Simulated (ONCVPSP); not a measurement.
Pseudopotential generation for Dy

System: dysprosium (Dy, Z = 66), core [Kr] 4d10 4f9, reference valence 5s2 5p6 5d1 (an ion of charge +2), valence charge 11.
Method: ONCV potential, PBEsol, scalar-relativistic, made with ONCVPSP 4.0.1.

## Key numbers

- outcome: generated, with a ghost state
- cutoffs needed: 72 Ha and 85 Ha (the cutoffs at which the residual kinetic energy of the hardest occupied pseudo-wave falls to 1 and 0.1 mHa per electron)
- ghost test: GHOST(-) flagged for s at -453.7 eV, s at -85.4 eV; GHOST(+) flagged for p at 136.4 eV (flags above 300 eV left out)
- largest excitation error: +57 meV (all-electron minus pseudo) for 5s2 5p6 5d1 6s2, out of 4 test configurations
- rms error of d²Exc/dni dnj: 7.76 mHa without and 2.32 mHa with the model core
- range over which the phases arctan(r R′/R) at the test radius agree within 0.05 rad (a looser test near the poles than one of phase shifts): p: over the whole range computed; d: up to about 0.9 Ha; s: not judged, the stored energies step over a narrow level; f: not judged, local potential alone
- hardware: 1 CPU thread, shared host
- wall time: 7.8 s

## Notes

The potential has a bound ghost state, so it can't be used as it stands. The scattering phases part by more than π/2 and stay apart in d from about 3.0 Ha: a level there is either far displaced or one that only the pseudo-atom has. Warnings of the program, in the generation or the tests: wellstate: negative energy specified for n= 6 l= 0. The open f shell is frozen into the core, so the potential fits one valence alone and carries no f magnetism.

## Input
```
# ATOM AND REFERENCE CONFIGURATION
# atsym  z   nc   nv     iexc    psfile
  Dy 66.00   10    3  -116133      upf
#
#   n    l    f
    1    0    2.00
    2    0    2.00
    2    1    6.00
    3    0    2.00
    3    1    6.00
    3    2   10.00
    4    0    2.00
    4    1    6.00
    4    2   10.00
    4    3    9.00
    5    0    2.00
    5    1    6.00
    5    2    1.00
#
# PSEUDOPOTENTIAL AND OPTIMIZATION
# lmax
    2
#
#   l,   rc,      ep,       ncon, nbas, qcut
    0    1.20    0.00    4    7    4.50
    1    1.90    0.00    4    9    8.20
    2    2.40    0.00    4    8    4.20
#
# LOCAL POTENTIAL
# lloc, lpopt,  rc(5),   dvloc0
    4    5    0.80    6.00
#
# VANDERBILT-KLEINMAN-BYLANDER PROJECTORs
# l, nproj, debl
    0    3    1.70
    1    3    2.00
    2    1    3.40
#
# MODEL CORE CHARGE
# icmod, fcfact, rcfact
    3    2.50    1.45
#
# LOG DERIVATIVE ANALYSIS
# epsh1, epsh2, depsh
   -4.00    5.00    0.02
#
# OUTPUT GRID
# rlmax, drl
    6.00    0.01
#
# TEST CONFIGURATIONS
# ncnf
    4
# nvcnf
#   n    l    f
    4
    5    0    2.00
    5    1    6.00
    5    2    1.00
    6    0    2.00
#
    4
    5    0    2.00
    5    1    6.00
    5    2    1.00
    6    0    1.00
#
    3
    5    0    2.00
    5    1    6.00
    5    2    0.00
#
    4
    5    0    2.00
    5    1    6.00
    5    2    1.00
    6    0    1.50
#
```

Run as:
```bash
oncvpsp.x < Dy.dat > Dy.out
```

## Output (extracts)
```
ONCVPSP  (Optimized Norm-Conservinng Vanderbilt PSeudopotential)
scalar-relativistic version 4.0.1

#   n    l    f        energy (Ha)
    1    0    2.00    -1.9720312E+03
    2    0    2.00    -3.2904797E+02
    2    1    6.00    -2.9206522E+02
    3    0    2.00    -7.3863883E+01
    3    1    6.00    -6.2513290E+01
    3    2   10.00    -4.7914338E+01
    4    0    2.00    -1.5230666E+01
    4    1    6.00    -1.1489024E+01
    4    2   10.00    -6.3946347E+00
    4    3    9.00    -8.5508195E-01
    5    0    2.00    -2.4593832E+00
    5    1    6.00    -1.5633245E+00
    5    2    1.00    -5.5619711E-01

Reference configufation results
  iterations    26
  all-electron total energy (Ha)   -1.21523728D+04

Begin loop to  construct optimized pseudo wave functions
and semi-local pseudopoentials for all angular momenta

WARNING wellstate: negative energy specified for n= 6 l=  0
WARNING scattering state with energy  0.25000000
WARNING will be used for the first projector

   Wellstate for l =  0  n =  7
     eigenvalue =   0.2500
     asymptotic potential =   0.7500
     half-point radius =  4.3450

   Wellstate for l =  0  n =  7
     eigenvalue =   1.9500
     asymptotic potential =   2.4500
     half-point radius =  2.4097

Calculating optimized projector #   1

 for l=   0

    Fraction of norm inside rc  0.452361
    Optimizing pswf for qcut=   4.49 a_B^-1,  ecut=  10.07 Ha
    Residual kinetic energy error=  7.68D-02 Ha

    Energy error per electron        Cutoff
         Ha          eV             Ha
         0.01000     0.27211       31.21
         0.00100     0.02721       71.83
         0.00010     0.00272       84.92
         0.00001     0.00027       96.73

Calculating optimized projector #   2

 for l=   0

    Fraction of norm inside rc  0.033960
    Optimizing pswf for qcut=   4.49 a_B^-1,  ecut=  10.07 Ha
    Residual kinetic energy error=  1.83D-02 Ha

    Energy error per electron        Cutoff
         Ha          eV             Ha
         0.01000     0.27211       11.87
         0.00100     0.02721       54.14
         0.00010     0.00272      112.43
         0.00001     0.00027      130.04

Calculating optimized projector #   3

 for l=   0

    Fraction of norm inside rc  0.034350
    Optimizing pswf for qcut=   4.49 a_B^-1,  ecut=  10.07 Ha
    Residual kinetic energy error=  4.50D-02 Ha

    Energy error per electron        Cutoff
         Ha          eV             Ha
         0.01000     0.27211       14.24
         0.00100     0.02721       56.62
         0.00010     0.00272      111.43
         0.00001     0.00027      165.94

   Wellstate for l =  1  n =  7
     eigenvalue =   0.4367
     asymptotic potential =   0.9367
     half-point radius =  4.6973

   Wellstate for l =  1  n =  8
     eigenvalue =   2.4367
     asymptotic potential =   2.9367
     half-point radius =  3.8365

Calculating optimized projector #   1

 for l=   1

    Fraction of norm inside rc  0.802318
    Optimizing pswf for qcut=   8.21 a_B^-1,  ecut=  33.70 Ha
    Residual kinetic energy error=  2.65D-08 Ha

    Energy error per electron        Cutoff
         Ha          eV             Ha
         0.01000     0.27211       13.57
         0.00100     0.02721       19.54
         0.00010     0.00272       23.92
         0.00001     0.00027       27.30

Calculating optimized projector #   2

 for l=   1

    Fraction of norm inside rc  0.057157
    Optimizing pswf for qcut=   8.21 a_B^-1,  ecut=  33.70 Ha
    Residual kinetic energy error=  4.96D-08 Ha

    Energy error per electron        Cutoff
         Ha          eV             Ha
         0.01000     0.27211        7.07
         0.00100     0.02721       18.10
         0.00010     0.00272       23.23
         0.00001     0.00027       27.21

Calculating optimized projector #   3

 for l=   1

    Fraction of norm inside rc  0.069771
    Optimizing pswf for qcut=   8.21 a_B^-1,  ecut=  33.70 Ha
    Residual kinetic energy error=  3.25D-07 Ha

    Energy error per electron        Cutoff
         Ha          eV             Ha
         0.01000     0.27211       13.71
         0.00100     0.02721       21.05
         0.00010     0.00272       25.77
         0.00001     0.00027       29.29

Calculating optimized projector #   1

 for l=   2

    Fraction of norm inside rc  0.605769
    Optimizing pswf for qcut=   4.21 a_B^-1,  ecut=   8.85 Ha
    Residual kinetic energy error=  5.51D-04 Ha

    Energy error per electron        Cutoff
         Ha          eV             Ha
         0.01000     0.27211        6.30
         0.00100     0.02721        8.47
         0.00010     0.00272       21.77
         0.00001     0.00027       39.39

Construct Vanderbilt / Kleinmman-Bylander projectors

B matrix Hermiticity error, ll=   0
   1   2   -2.8042E-04
   1   3   -5.1209E-04
   2   3   -6.5168E-05

  Orthonormal projector coefficients -7.6982E+01  2.5190E+01  4.1097E+00

B matrix Hermiticity error, ll=   1
   1   2   -1.7759E-04
   1   3    3.4178E-04
   2   3    8.0128E-05

  Orthonormal projector coefficients  1.8357E+01  2.7038E+00  2.3643E-01

Model core correction analysis
  based on d2Exc/dn_idn_j

d2excae - all-electron derivatives

   -2.560993D-02   -2.257186D-02   -1.091670D-02
   -2.257186D-02   -2.305302D-02   -1.587986D-02
   -1.091596D-02   -1.587893D-02   -2.644640D-02

d2excps - pseudofunction derivatives with no core correction

   -4.091267D-02   -3.290289D-02   -1.399659D-02
   -3.290403D-02   -3.022005D-02   -1.868705D-02
   -1.399592D-02   -1.868573D-02   -2.926546D-02

rms 2nd derivative error    7.758162E-03

rmatch, rhocmatch    1.1006    5.7468

Teter function model core charge with specified parameters

d2excps - pseudofunction derivatives with core correction

   -2.988568D-02   -2.536903D-02   -1.210582D-02
   -2.536914D-02   -2.485335D-02   -1.719708D-02
   -1.210478D-02   -1.719586D-02   -2.865867D-02

rms 2nd derivative error    2.318118E-03

Pseudoatom total energy  -37.689056

Diagnostic tests using Vanderbilt-Kleinman-Bylander pseudopotentials
  1 or more projectors used as specified by nproj input data

   l    rcore       rmatch      e in        delta e   norm test  slope test

   0   1.2038807   1.2404332  -2.4593832  -0.0000114   1.0001465   1.0002579
   0   1.2038807   1.2404332   0.2500000   0.0000211   1.0004953   1.0004953
   0   1.2038807   1.2404332   1.9500000   0.0000158   1.0006130   1.0006130

   1   1.9082180   1.9661556  -1.5633245  -0.0000021   1.0001160   1.0001284
   1   1.9082180   1.9661556   0.4366754   0.0000156   1.0002952   1.0002952
   1   1.9082180   1.9661556   2.4366755   0.0000697   1.0003351   1.0003351

   2   2.4096237   2.4827851  -0.5561971  -0.0000003   1.0000004   1.0000055

 Testing for bound ghosts
   n   l    E NL Schr. Eq   E Basis Diag.   E Cutoff

       0                      -16.673512    180.07  WARNING - GHOST(-)
       0                       -3.137433    180.07  WARNING - GHOST(-)
   1   0       -2.459395       -2.458074    180.07

   2   1       -1.563327       -1.563307    137.49

   3   2       -0.556197       -0.555635     44.41

 Testing for highly-localized positive-energy ghosts
       l    <radius>/rc     E Basis Diag.   E Cutoff

       0        0.916447       26.568276    180.07  WARNING - GHOST(+)

       1        0.214397        5.010863    137.49  WARNING - GHOST(+)

Test configuration 0

   n   l     f        eae           eps        diff
   1   0  2.0000-1972.03123275
   2   0  2.0000 -329.04796902
   2   1  6.0000 -292.06522049
   3   0  2.0000  -73.86388290
   3   1  6.0000  -62.51328977
   3   2 10.0000  -47.91433800
   4   0  2.0000  -15.23066594
   4   1  6.0000  -11.48902407
   4   2 10.0000   -6.39463471
   4   3  9.0000   -0.85508195
   5   0  2.0000   -2.45938321   -2.45939463   -1.14D-05
   5   1  6.0000   -1.56332455   -1.56332667   -2.12D-06
   5   2  1.0000   -0.55619711   -0.55619741   -3.07D-07

    Total energies and differences
      AE_ref= -1.21523728D+04  AE_tst= -1.21523728D+04  dif=  0.00D+00
      PS_ref= -3.76890562D+01  PS_tst= -3.76890562D+01  dif=  1.42D-14
      PSP excitation error= -1.42D-14

Test configuration 1

   n   l     f        eae           eps        diff
   1   0  2.0000-1971.51083045
   2   0  2.0000 -328.53058345
   2   1  6.0000 -291.54763856
   3   0  2.0000  -73.34776926
   3   1  6.0000  -61.99714955
   3   2 10.0000  -47.39817589
   4   0  2.0000  -14.71419438
   4   1  6.0000  -10.97245455
   4   2 10.0000   -5.87803662
   4   3  9.0000   -0.33890370
   5   0  2.0000   -1.94239530   -1.93817667    4.22D-03
   5   1  6.0000   -1.04828762   -1.04513165    3.16D-03
   5   2  1.0000   -0.08578482   -0.08575544    2.94D-05
   6   0  2.0000   -0.15751358   -0.15859128   -1.08D-03

    Total energies and differences
      AE_ref= -1.21523728D+04  AE_tst= -1.21530800D+04  dif= -7.07D-01
      PS_ref= -3.76890562D+01  PS_tst= -3.83983500D+01  dif= -7.09D-01
      PSP excitation error=  2.10D-03

Test configuration 2

   n   l     f        eae           eps        diff
   1   0  2.0000-1971.75027151
   2   0  2.0000 -328.76882463
   2   1  6.0000 -291.78595215
   3   0  2.0000  -73.58566369
   3   1  6.0000  -62.23505243
   3   2 10.0000  -47.63606480
   4   0  2.0000  -14.95219632
   4   1  6.0000  -11.21047801
   4   2 10.0000   -6.11604349
   4   3  9.0000   -0.57679354
   5   0  2.0000   -2.18059312   -2.17801073    2.58D-03
   5   1  6.0000   -1.28622444   -1.28435903    1.87D-03
   5   2  1.0000   -0.30513394   -0.30530811   -1.74D-04
   6   0  1.0000   -0.35114634   -0.35232277   -1.18D-03

    Total energies and differences
      AE_ref= -1.21523728D+04  AE_tst= -1.21528276D+04  dif= -4.55D-01
      PS_ref= -3.76890562D+01  PS_tst= -3.81446797D+01  dif= -4.56D-01
      PSP excitation error=  8.55D-04

Test configuration 3

   n   l     f        eae           eps        diff
   1   0  2.0000-1972.45526677
   2   0  2.0000 -329.47383844
   2   1  6.0000 -292.49120194
   3   0  2.0000  -74.28505234
   3   1  6.0000  -62.93451889
   3   2 10.0000  -48.33632518
   4   0  2.0000  -15.65225658
   4   1  6.0000  -11.91106248
   4   2 10.0000   -6.81743468
   4   3  9.0000   -1.27650650
   5   0  2.0000   -2.87971488   -2.88813730   -8.42D-03
   5   1  6.0000   -1.97233518   -1.97877562   -6.44D-03

    Total energies and differences
      AE_ref= -1.21523728D+04  AE_tst= -1.21516426D+04  dif=  7.30D-01
      PS_ref= -3.76890562D+01  PS_tst= -3.69578137D+01  dif=  7.31D-01
      PSP excitation error= -1.04D-03

Test configuration 4

   n   l     f        eae           eps        diff
   1   0  2.0000-1971.62464431
   2   0  2.0000 -328.64386789
   2   1  6.0000 -291.66095301
   3   0  2.0000  -73.46094914
   3   1  6.0000  -62.11033249
   3   2 10.0000  -47.51134582
   4   0  2.0000  -14.82741420
   4   1  6.0000  -11.08567902
   4   2 10.0000   -5.99124613
   4   3  9.0000   -0.45207468
   5   0  2.0000   -2.05569729   -2.05217185    3.53D-03
   5   1  6.0000   -1.16159570   -1.15900200    2.59D-03
   5   2  1.0000   -0.19077798   -0.19086601   -8.80D-05
   6   0  1.5000   -0.25158526   -0.25278035   -1.20D-03

    Total energies and differences
      AE_ref= -1.21523728D+04  AE_tst= -1.21529780D+04  dif= -6.05D-01
      PS_ref= -3.76890562D+01  PS_tst= -3.82957821D+01  dif= -6.07D-01
      PSP excitation error=  1.50D-03
```

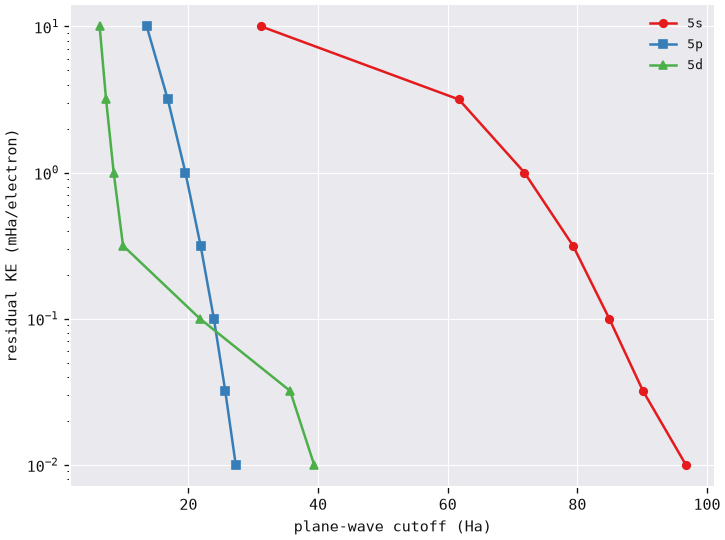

*Residual kinetic energy of the pseudo-waves (the first of each channel, and further valence shells) beyond the plane-wave cutoff, as the generator prints it.*

- Cutoffs for the occupied states: 72 Ha for 1 mHa and 85 Ha for 0.1 mHa per electron. The first is set by 5s.
- Cutoffs for 1 mHa per electron: 5s: 72 Ha; 5p: 20 Ha; 5d: 8.5 Ha.
- Hardest wave at 1 mHa per electron: 5s, with rc = 1.20 bohr and qcut = 4.5 1/bohr. The optimisation minimises, but can't always remove, the kinetic energy above qcut²/2 = 10.1 Ha, and a larger rc would as a rule soften the wave at some cost in transferability. The potential isn't sound: its ghost test gives GHOST(-) flagged for s at -453.7 eV, s at -85.4 eV; GHOST(+) flagged for p at 136.4 eV (flags above 300 eV left out).

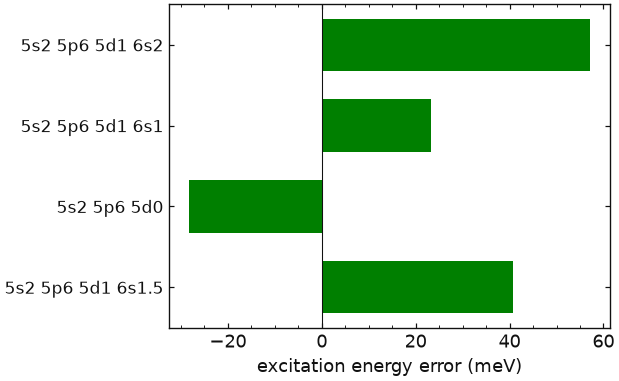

*Errors, all-electron minus pseudo, of the energies of valence configurations relative to the unpolarised reference 5s2 5p6 5d1.*

- Worst configuration: 5s2 5p6 5d1 6s2 (neutral): the error is +57 meV on an all-electron energy of -19.24 eV relative to the reference, or 0.3 %.
- Errors in meV: 5s2 5p6 5d1 6s2: +57; 5s2 5p6 5d1 6s1: +23; 5s2 5p6 5d0: -28; 5s2 5p6 5d1 6s1.5: +41.

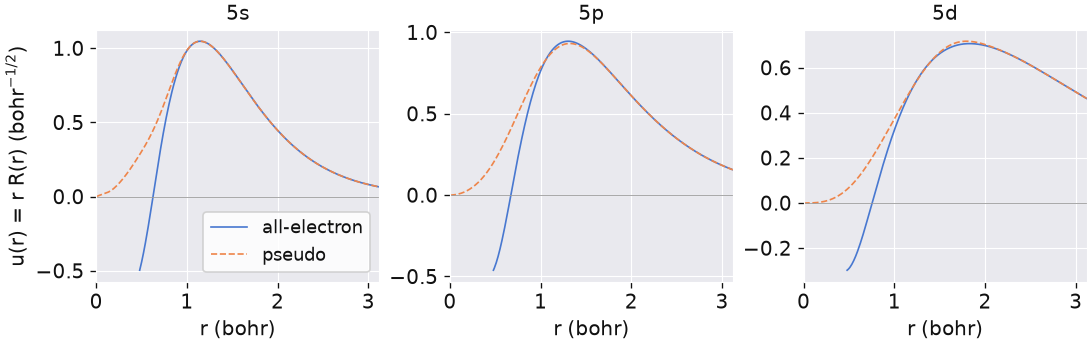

*All-electron valence functions (solid) with their pseudo partners (dashed). The innermost oscillations of some all-electron curves aren't drawn. Reference configuration 5s2 5p6 5d1.*

- Matching radii: 5s at 1.20 bohr; 5p at 1.90 bohr; 5d at 2.40 bohr. The curves merge smoothly, so the plot gives these only roughly.
- Nodes of the pseudo-waves: 5s has no node; 5p has no node; 5d has no node.

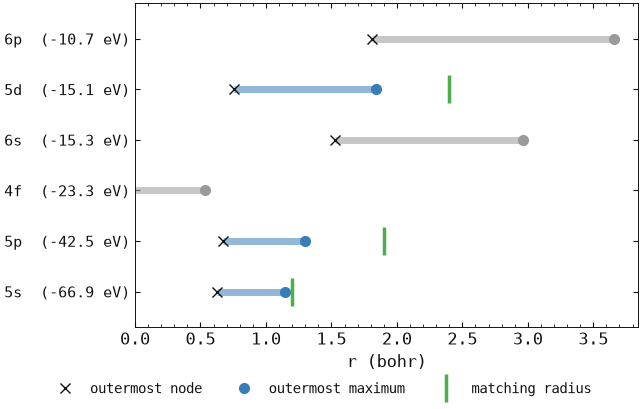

*Outer shells of the all-electron reference atom: each bar runs from the outermost node (or the nucleus) to the outermost maximum of u(r); the tick is the radius chosen for the pseudo-wave. Shells without a tick have no pseudo-wave of their own. Levels, nodes and maxima are from ld1.x, scalar-relativistic.*

- Radii against the shells: 5s: 1.20 bohr, outside the maximum; 5p: 1.90 bohr, outside the maximum; 5d: 2.40 bohr, outside the maximum.
